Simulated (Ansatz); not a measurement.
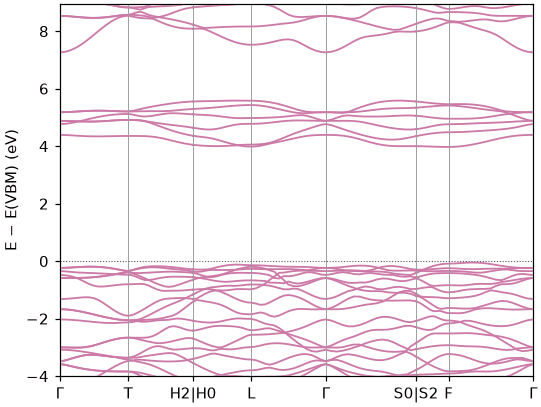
Figure. Band structure from LDA (plane waves, PAW; program Ansatz)

The gap is 3.95 eV; an edge lies off the plotted path or next to a special point (maximum off the standard path, minimum off the standard path).

The material is LiNbO3 in space group R-3 (No. 148; Li on 6c, Nb on 6c, O on 18f).

The workflow started from a Materials Project entry (that database holds measured and hypothetical structures alike); the Crystallography Open Database files this formula in space group No. 148, but the cells were not matched. It is not the phase usual at ambient conditions (space group No. 161). Symmetry was held in the LDA relaxation; phonons on a q-mesh show no instability. The run is not spin-polarised. Spin–orbit coupling is left out wherever it is not named.

Potentials: the later of the program's two PAW sets.
